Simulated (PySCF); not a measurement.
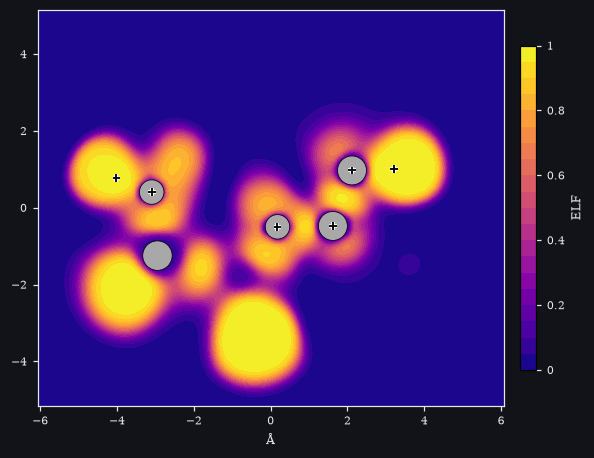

The electron localisation function on a plane through atoms (crosses mark nuclei in the plane; grey discs cover the cores).

All numbers below come from PySCF, PBE0/pcSseg-1, SCF density, gas phase, non-relativistic.

Candidates:
A. C₃H₁₄N₂Si₂ (SMILES CC(C)N[SiH2][SiH2]N)
B. C₇H₁₄OSi (SMILES C#C[C@](C)(CO)C[SiH2]C)

Which system is this?

Candidate A: C₃H₁₄N₂Si₂ on the plane of atoms C2, C1 and H10, which holds C, N and H. C–N (1.44 Å): the ELF peaks at about 0.90 between the atoms (a covalent bond). C–C (1.53 Å): the ELF peaks at about 0.95 between the atoms; a shared electron pair.
